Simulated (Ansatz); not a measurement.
## Lattice dynamics of CsSrF3 (Pm-3m)

Aim: the vibrations of CsSrF3 (Pm-3m), their spectra, and whether the structure is stable.

Calculated with Ansatz 0.2.0; DFT PBEsol, scalar-relativistic, plane waves, PAW; PAW set soft_1.

### 1. The structure

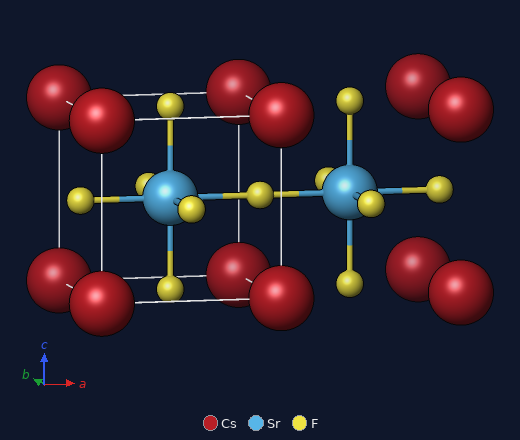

The cell as given, slightly off an axis (caesium red, strontium blue, fluorine yellow). 2×1×1 cells are drawn. Some periodic images of atoms are drawn too.

Coordinates:

```cif
data_structure
_symmetry_space_group_name_H-M 'Pm-3m'
_symmetry_Int_Tables_number 221
_cell_length_a 4.7632
_cell_length_b 4.7632
_cell_length_c 4.7632
_cell_angle_alpha 90.000
_cell_angle_beta 90.000
_cell_angle_gamma 90.000
_cell_volume 108.07
loop_
_atom_site_label
_atom_site_type_symbol
_atom_site_symmetry_multiplicity
_atom_site_Wyckoff_symbol
_atom_site_fract_x
_atom_site_fract_y
_atom_site_fract_z
_atom_site_occupancy
Cs1 Cs 1 a 0.00000 0.00000 0.00000 1
Sr1 Sr 1 b 0.50000 0.50000 0.50000 1
F1 F 3 c 0.00000 0.50000 0.50000 1
```

### 2. Bringing the structure to rest

Harmonic phonons are second derivatives at a point where the forces vanish, and they are wanted at zero stress, so atoms and cell are relaxed first.

The input, input.yaml:

```yaml
crystal:
  lattice:
    - [4.76324701, 0.0, 0.0]
    - [0.0, 4.76324701, 0.0]
    - [0.0, 0.0, 4.76324701]
  atoms:
    - { symbol: Cs, position: [0.0, 0.0, 0.0] }
    - { symbol: Sr, position: [0.5, 0.5, 0.5] }
    - { symbol: F, position: [0.0, 0.5, 0.5] }
    - { symbol: F, position: [0.5, 0.0, 0.5] }
    - { symbol: F, position: [0.5, 0.5, 0.0] }
kpoints:
  mp_grid: { grid: [6, 6, 6] }
hamiltonian:
  xc: pbesol
  pseudopotentials: { kind: paw, azcp: { folder: soft_1 }, xc_functional: pbe }
scf:
  occupations: { method: gaussian, width: 0.02 }
output:
  forces: true
  stress: true
  eigenvalues: true
  write_density: true
  write_potential: true
  elf: true
  volumetric_format: npy
relax:
  adjacent_minimum: "off"
  f_tol: 0.005
  max_steps: 80
  cell: { stress_tol: 0.05 }
```

On the command line:

```sh
ansatz run input.yaml --threads 4 --pin off --max-ram 10240MiB --backend cpu --events-out ev --progress --plain --runs-dir out
```

Numbers of over 12 decimals in the logs are rounded to 6 here.

Log:

```text
Engine: ansatz 0.2.0, aarch64-unknown-linux-gnu
Pseudopotentials: kind: paw
Pseudopotential: Cs, paw, valence charge 9, recommended cutoff 420 eV (normal), soft_1/Cs.paw.azcp
Pseudopotential: Sr, paw, valence charge 10, recommended cutoff 420 eV (normal), soft_1/Sr.paw.azcp
Pseudopotential: F, paw, valence charge 7, recommended cutoff 420 eV (normal), soft_1/F.paw.azcp
Functional definition: PBEsol
  exchange = pbesol_x
  correlation = pbesol_c
Crystal: 5 atoms, lattice volume = 108.071 Å³
Basis set: ecut = 420 eV, 2103 PW (Γ), exchange–correlation on 64×64×64 points (8 copies of the dense FFT grid, shifted against one another)
Bands: 25, of which v1, the nominal top of the filled ones, is band 20 counted from 1 (19 counted from 0)
Symmetry: 48 space group operations
Space group: Pm-3m (ITA 221), of the structure as read, at distance tolerance 4.8e-5 Å
k-points: 20 of 216
Non-local potential: Cs, projectors of the file, l = 0: 3, l = 1: 2, l = 2: 2, l = 3: 2
Non-local potential: Sr, projectors of the file, l = 0: 3, l = 1: 2, l = 2: 2
Non-local potential: F, projectors of the file, l = 0: 2, l = 1: 2, l = 2: 1
PAW form: soft (Blöchl's): semilocal exchange-correlation on the pseudo side does not see the compensation charge
PAW frozen core: Cs, regenerated for the run's functional, and the local potential with it (the file was generated under x = pbe(κ = 0.804, μ = 0.219515), c = pbe(β = 0.066725))
PAW frozen core: Sr, regenerated for the run's functional, and the local potential with it (the file was generated under x = pbe(κ = 0.804, μ = 0.219515), c = pbe(β = 0.066725))
PAW frozen core: F, regenerated for the run's functional, and the local potential with it (the file was generated under x = pbe(κ = 0.804, μ = 0.219515), c = pbe(β = 0.066725))
PAW one-centre angular grid: Cs, 194 points (default); XC on 64 Gauss nodes
PAW one-centre angular grid: Sr, 110 points (default); XC on 64 Gauss nodes
PAW one-centre angular grid: F, 110 points (default); XC on 64 Gauss nodes
Initial density: superposition of atomic densities (chi_scale 0.1, normalization cell, long waves kept (reshape's long-wave potential 0.00 eV rms))
Initial wavefunctions: pseudopotential atomic-orbital guess
Functional: x = pbesol(κ = 0.804, μ = 0.123457), c = pbesol(β = 0.046)
SCF iter   1: F=—  HF=-11494.423544 eV  |F-HF|=—  |Δ(HF+E_count)|=         —  Δρ=1.65e-1  dr2=2.50e1  ethr=3.10e-3  ⟨swp⟩=10.8  Hψ=3538  notcnv=0
preconditioner: auto → Resta (q_TF=auto, 2.312 Å⁻¹)  ε∞=3.5  [insulator: Δε(μ)=3.075 eV  Ē_g=13.642 eV  σ=0.020 eV  W_gap=1.00  n_scr=26 (ndim 8)  ℏωp=21.4 eV  f_vac=0.001  D(μ)=0.00/eV (n_scr^D=0)  ε∞_Penn≈3.5]
SCF iter   2: F=—  HF=-11489.099750 eV  |F-HF|=—  |Δ(HF+E_count)|=    5.32e0  Δρ=7.53e-2  dr2=3.55e0  ethr=3.10e-3  ⟨swp⟩=4.0  Hψ=1464  notcnv=0  defer=20
SCF iter   3: F=—  HF=-11488.283202 eV  |F-HF|=—  |Δ(HF+E_count)|=   8.17e-1  Δρ=1.85e-2  dr2=4.96e-1  ethr=3.10e-3  ⟨swp⟩=2.2  Hψ=1017  notcnv=0  defer=20
SCF iter   4: F=—  HF=-11488.182718 eV  |F-HF|=—  |Δ(HF+E_count)|=   1.00e-1  Δρ=5.94e-3  dr2=3.80e-2  ethr=1.24e-3  ⟨swp⟩=2.4  Hψ=1089  notcnv=0  defer=20
SCF iter   5: F=—  HF=-11488.183398 eV  |F-HF|=—  |Δ(HF+E_count)|=   6.80e-4  Δρ=1.35e-3  dr2=1.79e-3  ethr=9.50e-5  ⟨swp⟩=2.8  Hψ=881  notcnv=0  defer=20
SCF iter   6: F=—  HF=-11488.183778 eV  |F-HF|=—  |Δ(HF+E_count)|=   3.80e-4  Δρ=3.41e-4  dr2=1.70e-4  ethr=4.47e-6  ⟨swp⟩=2.1  Hψ=891  notcnv=0  defer=20
SCF iter   7: F=—  HF=-11488.183806 eV  |F-HF|=—  |Δ(HF+E_count)|=   2.85e-5  Δρ=9.67e-5  dr2=1.26e-5  ethr=4.24e-7  ⟨swp⟩=2.1  Hψ=783  notcnv=0  defer=20
SCF iter   8: F=—  HF=-11488.184559 eV  |F-HF|=—  |Δ(HF+E_count)|=   7.53e-4  Δρ=1.35e-5  dr2=8.49e-8  ethr=2.50e-10  ⟨swp⟩=17.8  Hψ=5217  notcnv=0
SCF iter   9: F=-11488.184559 eV  HF=-11488.184559 eV  |F-HF|=1.78e-10  |Δ(HF+E_count)|=   1.32e-7  Δρ=2.07e-6  dr2=2.80e-9  ethr=2.12e-10  ⟨swp⟩=7.3  Hψ=3475  notcnv=0
SCF 1 converged in 9 iterations: F = -11488.184559 eV  dr2 = 2.80e-9
  greatest PAW one-centre occupation: 0.987 electrons in one spin orbital (limit 2), on the Sr atom at site 1 (counted from 0), in its partial waves of l = 0
relax step   1: F+E_penalty+E_count = -11488.18455936 eV  Δ(F+E_penalty+E_count) = +0.000e0 eV  max|allowed force component| = 2.935e-29 eV/Å  Δτ_max = 0.0000 Å  P = -0.689 GPa  Ω = 108.071 Å³  (9 SCF iters, dr2 threshold 1.00e-7 eV, accepted)
Crystal: 5 atoms, lattice volume = 106.201 Å³
Initial density: handed on by an earlier stage of this run
Initial wavefunctions: those handed on with the density
iter 1 solved again at ethr=6.16e-6 eV; its pass at ethr=3.10e-3 eV (dr2=2.46e-3 eV) is discarded
SCF iter   1: F=—  HF=-11488.190642 eV  |F-HF|=—  |Δ(HF+E_count)|=         —  Δρ=1.33e-3  dr2=2.41e-3  ethr=6.16e-6  ⟨swp⟩=1.0  Hψ=2950  notcnv=0
preconditioner: auto → Resta (q_TF=auto, 2.319 Å⁻¹)  ε∞=3.0  [insulator: Δε(μ)=6.280 eV  Ē_g=15.632 eV  σ=0.020 eV  W_gap=1.00  n_scr=26 (ndim 8)  ℏωp=22.2 eV  f_vac=0.038  D(μ)=0.00/eV (n_scr^D=0)  ε∞_Penn≈3.0]
SCF iter   2: F=—  HF=-11488.189929 eV  |F-HF|=—  |Δ(HF+E_count)|=   7.13e-4  Δρ=8.05e-4  dr2=4.38e-4  ethr=6.03e-6  ⟨swp⟩=2.1  Hψ=765  notcnv=0
SCF iter   3: F=—  HF=-11488.190482 eV  |F-HF|=—  |Δ(HF+E_count)|=   5.53e-4  Δρ=2.89e-4  dr2=1.30e-4  ethr=1.10e-6  ⟨swp⟩=2.1  Hψ=698  notcnv=0
SCF iter   4: F=—  HF=-11488.190439 eV  |F-HF|=—  |Δ(HF+E_count)|=   4.34e-5  Δρ=6.48e-5  dr2=4.93e-6  ethr=3.24e-7  ⟨swp⟩=2.0  Hψ=771  notcnv=0
SCF iter   5: F=-11488.190440 eV  HF=-11488.190440 eV  |F-HF|=9.16e-8  |Δ(HF+E_count)|=   1.46e-6  Δρ=9.63e-6  dr2=1.54e-7  ethr=1.25e-9  ⟨swp⟩=11.8  Hψ=4728  notcnv=0
SCF 2 converged in 5 iterations: F = -11488.190440 eV  dr2 = 1.54e-7
relax step   2: F+E_penalty+E_count = -11488.19044011 eV  Δ(F+E_penalty+E_count) = -5.881e-3 eV  max|allowed force component| = 1.133e-29 eV/Å  Δτ_max = 0.0000 Å  P = +0.093 GPa  Ω = 106.201 Å³  energy of the carried Pulay correction = +2.333e-3 eV  (5 SCF iters, dr2 threshold 5.00e-7 eV, accepted)
Crystal: 5 atoms, lattice volume = 106.420 Å³
iter 1 solved again at ethr=7.19e-8 eV; its pass at ethr=3.10e-3 eV (dr2=2.87e-5 eV) is discarded
SCF iter   1: F=—  HF=-11488.189548 eV  |F-HF|=—  |Δ(HF+E_count)|=         —  Δρ=1.54e-4  dr2=3.16e-5  ethr=7.19e-8  ⟨swp⟩=2.0  Hψ=2850  notcnv=0
preconditioner: auto → Resta (q_TF=auto, 2.318 Å⁻¹)  ε∞=3.0  [insulator: Δε(μ)=6.298 eV  Ē_g=15.639 eV  σ=0.020 eV  W_gap=1.00  n_scr=26 (ndim 8)  ℏωp=22.2 eV  f_vac=0.038  D(μ)=0.00/eV (n_scr^D=0)  ε∞_Penn≈3.0]
SCF iter   2: F=—  HF=-11488.190225 eV  |F-HF|=—  |Δ(HF+E_count)|=   6.78e-4  Δρ=9.13e-5  dr2=5.56e-6  ethr=7.19e-8  ⟨swp⟩=2.0  Hψ=800  notcnv=0
SCF iter   3: F=—  HF=-11488.190227 eV  |F-HF|=—  |Δ(HF+E_count)|=   2.05e-6  Δρ=3.37e-5  dr2=1.66e-6  ethr=1.39e-8  ⟨swp⟩=2.8  Hψ=890  notcnv=0
SCF iter   4: F=—  HF=-11488.190227 eV  |F-HF|=—  |Δ(HF+E_count)|=   6.39e-7  Δρ=7.25e-6  dr2=5.66e-8  ethr=4.15e-9  ⟨swp⟩=2.0  Hψ=771  notcnv=0
SCF iter   5: F=-11488.190227 eV  HF=-11488.190227 eV  |F-HF|=8.77e-10  |Δ(HF+E_count)|=   8.94e-9  Δρ=1.37e-6  dr2=1.94e-9  ethr=5.43e-11  ⟨swp⟩=10.1  Hψ=3684  notcnv=0
SCF 3 converged in 5 iterations: F = -11488.190227 eV  dr2 = 1.94e-9
relax step   3: F+E_penalty+E_count = -11488.19022675 eV  Δ(F+E_penalty+E_count) = +2.134e-4 eV  max|allowed force component| = 4.907e-29 eV/Å  Δτ_max = 0.0000 Å  P = -0.002 GPa  Ω = 106.420 Å³  energy of the carried Pulay correction = +2.057e-3 eV  (5 SCF iters, dr2 threshold 2.17e-8 eV, accepted)
Initial wavefunctions: pseudopotential atomic-orbital guess (no wavefunctions were taken with the density)
iter 1 solved again at ethr=4.75e-7 eV; its pass at ethr=3.10e-3 eV (dr2=1.90e-4 eV) is discarded
SCF iter   1: F=—  HF=-11488.187701 eV  |F-HF|=—  |Δ(HF+E_count)|=         —  Δρ=9.49e-5  dr2=1.47e-6  ethr=4.75e-7  ⟨swp⟩=3.8  Hψ=4714  notcnv=0
preconditioner: auto → Resta (q_TF=auto, 2.318 Å⁻¹)  ε∞=3.0  [insulator: Δε(μ)=6.295 eV  Ē_g=15.638 eV  σ=0.020 eV  W_gap=1.00  n_scr=26 (ndim 8)  ℏωp=22.2 eV  f_vac=0.038  D(μ)=0.00/eV (n_scr^D=0)  ε∞_Penn≈3.0]
SCF iter   2: F=—  HF=-11488.188391 eV  |F-HF|=—  |Δ(HF+E_count)|=   6.90e-4  Δρ=4.00e-5  dr2=5.97e-7  ethr=3.67e-9  ⟨swp⟩=2.5  Hψ=914  notcnv=0
SCF iter   3: F=—  HF=-11488.188392 eV  |F-HF|=—  |Δ(HF+E_count)|=   1.57e-7  Δρ=2.13e-5  dr2=6.34e-8  ethr=1.49e-9  ⟨swp⟩=2.0  Hψ=680  notcnv=0
SCF iter   4: F=—  HF=-11488.188392 eV  |F-HF|=—  |Δ(HF+E_count)|=   8.47e-8  Δρ=1.77e-6  dr2=2.19e-9  ethr=1.59e-10  ⟨swp⟩=2.0  Hψ=680  notcnv=0
SCF iter   5: F=—  HF=-11488.188392 eV  |F-HF|=—  |Δ(HF+E_count)|=  2.15e-10  Δρ=3.18e-7  dr2=5.92e-11  ethr=5.46e-12  ⟨swp⟩=2.0  Hψ=728  notcnv=0
SCF iter   6: F=-11488.188392 eV  HF=-11488.188392 eV  |F-HF|=5.46e-12  |Δ(HF+E_count)|=  9.09e-11  Δρ=1.07e-7  dr2=7.98e-12  ethr=1.00e-12  ⟨swp⟩=7.3  Hψ=2717  notcnv=0
SCF 4 converged in 6 iterations: F = -11488.188392 eV  dr2 = 7.98e-12
relax step   4: F+E_penalty+E_count = -11488.18839164 eV  Δ(F+E_penalty+E_count) = +1.835e-3 eV  max|allowed force component| = 1.260e-28 eV/Å  Δτ_max = 0.0000 Å  P = -0.044 GPa  Ω = 106.420 Å³  stress off target by 4.35e-2 GPa  SCF on the basis re-selected at this cell (its energy is not comparable with the rows above)  (6 SCF iters)
basis re-selected at this cell: Δ(F+E_penalty+E_count) = +1.835e-3 eV, ΔP = -0.041 GPa vs the last step (what re-selecting the basis moved, of the pressure what is left beyond the Pulay correction that the steps carried, after the strain that the cell walked since its last selection, with what the two solves' SCF thresholds leave and, on support functions, any second-order correction that the steps lacked; it is no m [...]
SCF converged after 6 iterations
Free energy (F): -11488.188392 eV
Harris-Foulkes:  -11488.188392 eV  (|F-HF|=5.46e-12)
Internal energy: -11488.188392 eV  (E = F + TS)
E sigma→0 (E₀):  -11488.188392 eV
Fermi energy:    5.352766 eV
--- Per-component energies (eV) ---
  E_band       = -228.293358
  E_kinetic    = 972.379710
  E_local      = -2936.008520  (includes V_loc(G=0)·N_el)
  E_nonlocal   = 520.995493
  E_hartree    = 1036.678220
  E_xc         = -582.443870
  E_vxc        = -590.415876  (∫ρ·V_xc dr)
  E_paw        = -8211.003819  (= ΣΔE_a)
  E_vpaw       = -268.602598  (= ΣTr[D̂ρ^β])
  E_aug_tail   = 0.002064  (compensation charges beyond the density's cutoff)
  E_ewald      = -2289.193511
  E_core_change = 0.405840  (= ΣΔE_core)
  E_smearing   = -0.000000  (= −TS)
  E_closure    = -0.000000  (closes the sum)
  Σ components = -11488.188392   (vs F -11488.188392, Δ=0.00e0)
--- Forces (eV/Å), atoms counted from 1 ---
  atom   1  Cs     0.00000000     0.00000000    -0.00000000
  atom   2  Sr     0.00000000     0.00000000     0.00000000
  atom   3  F      0.00000000    -0.00000000     0.00000000
  atom   4  F      0.00000000     0.00000000     0.00000000
  atom   5  F     -0.00000000     0.00000000     0.00000000
  max |Σ_I F_I| component: 8.52e-29 eV/Å
--- Stress (GPa, compression-positive) ---
       -0.043526      -0.000000       0.000000
       -0.000000      -0.043526       0.000000
        0.000000       0.000000      -0.043526
  P = ⅓ Tr σ = -0.0435 GPa (-0.435 kbar)
--- Band table (eV; the first three rows and the last of 20) ---
  k-point 0: bands = [... 16 lower, 1.9286, 2.2051, 2.2051, 2.2051, 8.5004, 9.8974, 9.8974, 10.8491, ... 1 higher]
  k-point 1: bands = [... 16 lower, 1.8914, 1.9110, 2.2015, 2.2015, 8.8770, 10.0762, 10.2125, 10.9834, ... 1 higher]
  k-point 2: bands = [... 16 lower, 1.8147, 1.8147, 2.1962, 2.1962, 9.6716, 10.4815, 11.0152, 11.3580, ... 1 higher]
  k-point 19: bands = [... 16 lower, 1.5541, 2.1650, 2.1650, 2.1650, 10.6868, 10.6868, 10.6868, 12.7053, ... 1 higher]
--- Relaxed structure (3 steps of the walk, 3 accepted, 1 SCFs on fresh bases) ---
  F+E_penalty+E_count = -11488.18839164 eV   max|allowed force component| = 1.260e-28 eV/Å   (the final SCF, on the basis selected at the relaxed cell)
  cell:  # Å, volume = 106.4198 Å³
    - [4.738863, 0, 0]
    - [0, 4.738863, 0.0]
    - [0, 0.0, 4.738863]
  atoms:
    - { symbol: Cs, position: [0, 0, 0] }
    - { symbol: Sr, position: [0.500000, 0.500000, 0.500000] }
    - { symbol: F, position: [0, 0.500000, 0.500000] }
    - { symbol: F, position: [0.500000, 0, 0.500000] }
    - { symbol: F, position: [0.500000, 0.500000, 0] }
```

It took 4.6 s on 4 threads of Arm Neoverse V1, shared host; peak memory 0.47 GiB.

Relaxation path:

| step | energy less that of the first step (eV) | largest force component (eV/Å) | pressure (GPa) | volume (Å³) |
| --- | --- | --- | --- | --- |
| 1 | 0.0000 | 0.0000 | -0.69 | 108.07 |
| 2 | -0.0059 | 0.0000 | 0.09 | 106.20 |
| 3 | -0.0057 | 0.0000 | 0.00 | 106.42 |
| 4* | -0.0038 | 0.0000 | -0.04 | 106.42 |

Relaxation steps marked * repeat the geometry before them on a plane-wave basis chosen anew for their cell, so energy and pressure can jump there.

Forces are held to the 48 operations that the run works with; a distortion that breaks them can't arise in this run.

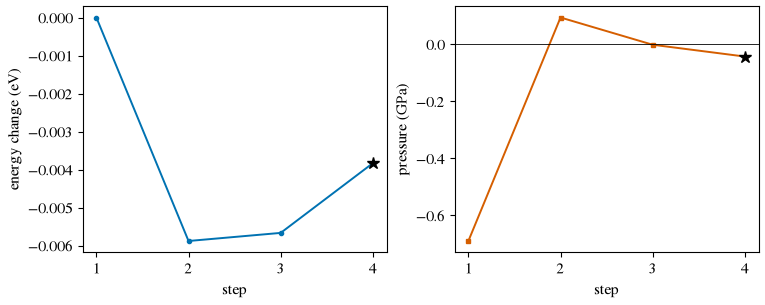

Energy and pressure along the relaxation. Stars mark steps on a basis chosen anew.

| conventional cell, symmetrised | before | after | change |
| --- | --- | --- | --- |
| a (Å) | 4.763 | 4.739 | -0.5 % |
| b (Å) | 4.763 | 4.739 | -0.5 % |
| c (Å) | 4.763 | 4.739 | -0.5 % |
| volume (Å³/atom) | 21.61 | 21.28 | -1.5 % |

The relaxed structure:

```xyz
5
Lattice="4.7389 0.0000 0.0000 0.0000 4.7389 0.0000 0.0000 0.0000 4.7389" Properties=species:S:1:pos:R:3 pbc="T T T"
Cs    0.0000    0.0000    0.0000
Sr    2.3694    2.3694    2.3694
F     0.0000    2.3694    2.3694
F     2.3694    0.0000    2.3694
F     2.3694    2.3694    0.0000
```

This step gave:

| Property | Result |
| --- | --- |
| pressure | -0.04353 GPa |
| gap on the k-mesh | 6.295 eV |
| volume per atom | 21.28 Å³ |
| direct gap on mesh | 6.295 eV |

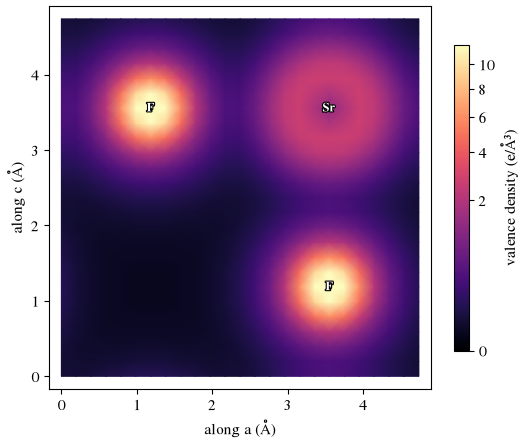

Valence density in the ac plane at fractional y = 0.500, with atoms of Sr and F within 0.2 Å of it. It is the smooth field of the valence electrons, not physical close to the nuclei. The map starts off the cell's origin, so that atoms lie inside it. The colour scale is stretched toward low values.

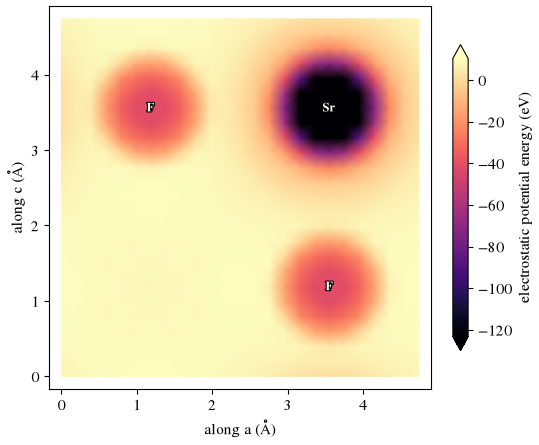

Electrostatic potential energy in the ac plane at fractional y = 0.500, with atoms of Sr and F within 0.2 Å of it. With pseudopotentials it is smooth inside the atoms' cores, unlike the true potential. The map starts off the cell's origin, so that atoms lie inside it.

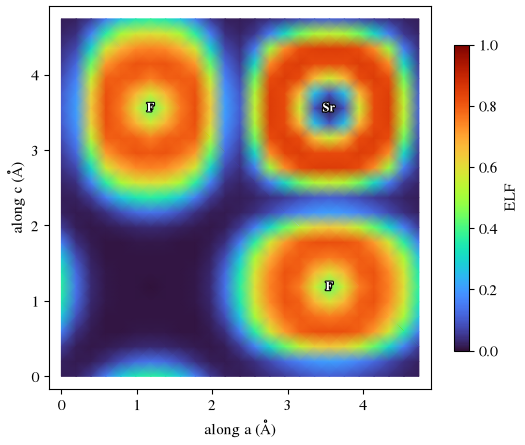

ELF in the ac plane at fractional y = 0.500, with atoms of Sr and F within 0.2 Å of it. It is the smooth field of the valence electrons, not physical close to the nuclei. The map starts off the cell's origin, so that atoms lie inside it.

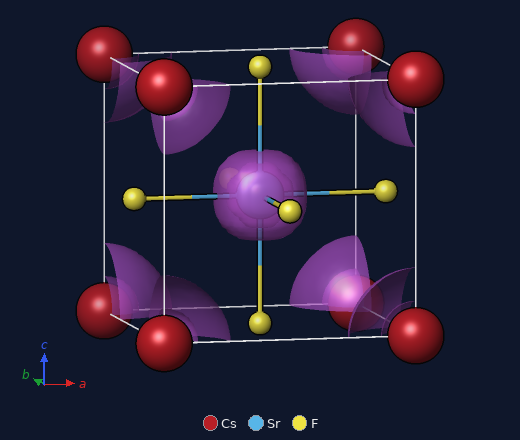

Surface of ELF = 0.82.

In this step the volume went from 21.61 to 21.28 Å³/atom.

### 3. Relaxing to small forces for the phonons

Phonons need a cell at rest on their own settings, so the relaxation is repeated with tight tolerances on forces and stress on the k mesh and occupations of the first response run.

input.yaml, the sections that differ from step 2:

```yaml
crystal:
  lattice:
    - [4.7388633068, 0.0, 0.0]
    - [0.0, 4.7388633068, 0.0]
    - [0.0, 0.0, 4.7388633068]
  atoms:
    - { symbol: Cs, position: [0.0, 0.0, 0.0] }
    - { symbol: Sr, position: [0.5, 0.5, 0.5] }
    - { symbol: F, position: [0.0, 0.5, 0.5] }
    - { symbol: F, position: [0.5, 0.0, 0.5] }
    - { symbol: F, position: [0.5, 0.5, 0.0] }
scf:
  occupations: { method: fixed }
output:
  forces: true
  stress: true
  eigenvalues: true
relax:
  adjacent_minimum: "off"
  f_tol: 0.001
  max_steps: 60
  cell: { stress_tol: 0.01 }
# kpoints, hamiltonian: as in step 2
```

Log:

```text
[...]
Crystal: 5 atoms, lattice volume = 106.420 Å³
Basis set: ecut = 420 eV, 2103 PW (Γ), exchange–correlation on 64×64×64 points (8 copies of the dense FFT grid, shifted against one another)
Bands: 25, of which v1, the nominal top of the filled ones, is band 20 counted from 1 (19 counted from 0)
Symmetry: 48 space group operations
[...]
k-points: 20 of 216
[...]
--- Relaxed structure (2 steps of the walk, 2 accepted, 1 SCFs on fresh bases) ---
[...]
cell:  # Å, volume = 106.3073 Å³
    - [4.737193, 0, 0]
    - [0, 4.737193, 0]
    - [0, 0, 4.737193]
  atoms:
    - { symbol: Cs, position: [0, 0, 0] }
    - { symbol: Sr, position: [0.5, 0.5, 0.5] }
    - { symbol: F, position: [0, 0.5, 0.5] }
    - { symbol: F, position: [0.5, 0, 0.5] }
    - { symbol: F, position: [0.5, 0.5, 0] }
[key lines of the parts left out:]
SCF converged after 8 iterations
Free energy (F): -11488.188435 eV
Fermi energy:    2.214855 eV
P = ⅓ Tr σ = 0.0028 GPa (0.028 kbar)
```

Run time: 3.4 s. Hardware: 4 threads; peak memory 0.45 GiB; 12 s of CPU time.

Little changed from the start: no atom moved by 0.005 Å and no cell edge by 0.1 %.

Numbers from this step:

```yaml
pressure: 0.002807 GPa
gap_on_the_k_mesh: 6.299 eV
volume_per_atom: 21.26 Å³
direct_gap_on_mesh: 6.299 eV
```

The forces vanish by symmetry and the pressure is 0.003 GPa, within the tolerances set. The cell now holds 21.26 Å³/atom.

(Part 1 of 3 ends here.)

[Logs are printed without paths, hosts, clocks, repeated set-up lines and the standing remarks that a program may print on its own settings, such as how far it seeks lower states.]

[Hosts, paths, dates, database ids (printed as entryN), source tags and the programs' standing remarks are cut or masked in the printed files.]
